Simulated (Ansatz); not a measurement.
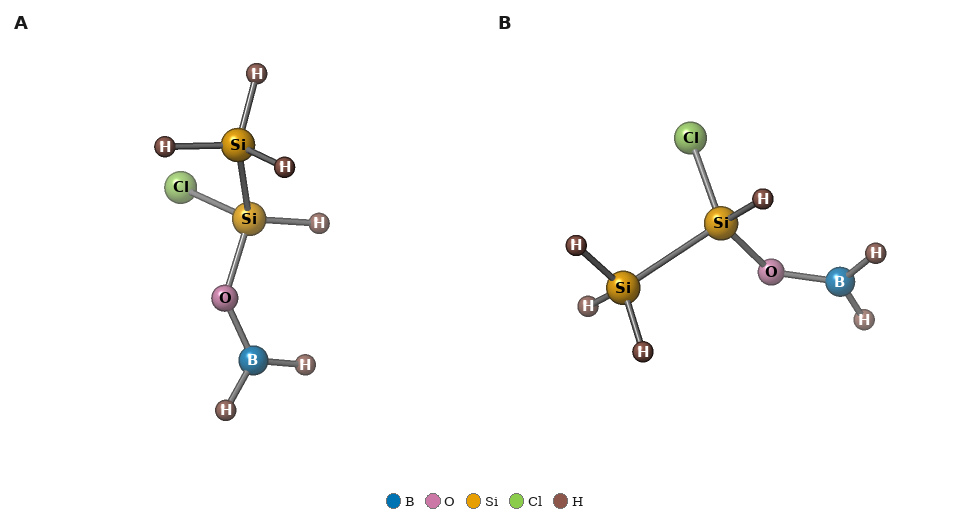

Depth is shown by fading: the farther an atom, the more it takes the colour of the background. Computed geometry: PBE-D4/def2-SVP optimisation. No frequency run is at hand to confirm it as a minimum.

How are A and B related: the same structure turned, mirror images, conformers, diastereomers or constitutional isomers?

Answer. They are the same structure, BClH6OSi2 (BO[Si@H]([SiH3])Cl), seen from two directions: a rotation takes one into the other. The geometry is chiral (C1), so its mirror image would differ.
